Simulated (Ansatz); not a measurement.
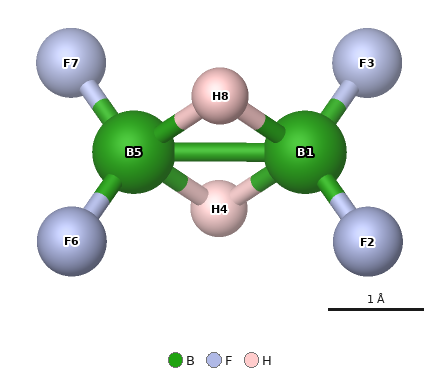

*The structure as given in the input (ball-and-stick view, seen at a tilt; atoms are numbered from 1 in the order of the input).*

Bond lengths as drawn: B–B 1.80 Å, B–F 1.33 Å and B–H 1.36 Å.

## Single-point calculation of B2H2F4

B2H2F4, multiplicity 2, set up with UKS B2PLYP/6-31++G** (Ansatz 0.2.0).

The geometry comes from this level: PBE0-D4/def2-SVP.

**Input file**
```yaml
crystal:
  periodic: [false, false, false]
  atoms:
    - {symbol: B, position_ang: [-0.564729, -0.149728, 0.686176]}
    - {symbol: F, position_ang: [-1.275211, -1.272400, 0.719738]}
    - {symbol: F, position_ang: [-0.677975, 0.754539, 1.653535]}
    - {symbol: H, position_ang: [0.749787, -0.459080, 0.516933]}
    - {symbol: B, position_ang: [0.564738, 0.149723, -0.686171]}
    - {symbol: F, position_ang: [0.677981, -0.754523, -1.653550]}
    - {symbol: F, position_ang: [1.275196, 1.272411, -0.719727]}
    - {symbol: H, position_ang: [-0.749788, 0.459059, -0.516933]}
basis:
  gaussian: {orbitals: "6-31++G**", nuclear_model: gaussian}
magnetization: {spin_polarized: true, initial_magnetization: 1}
hamiltonian: {xc: {name: B2PLYP}}
```

Hardware: 4 threads of Arm Neoverse V2, 23 GiB of memory available, shared host.

Run as:
```bash
ansatz run in.yaml --threads 4 --pin off --events-out ev --progress --plain --max-ram 3916MiB
```

**Log**
```
Error: a molecule whose nuclei and cores have a total charge of 48 cannot have a net charge of 0 together with 1 unpaired electrons
```

**What the run reported**

| quantity | value |
| --- | --- |
| outcome | refused by the program |

**Diagnosis**

The input was spoiled on purpose: the charge and multiplicity don't fit the number of electrons. The program refused the input: “a molecule whose nuclei and cores have a total charge of 48 cannot have a net charge of 0 together with 1 unpaired electrons”
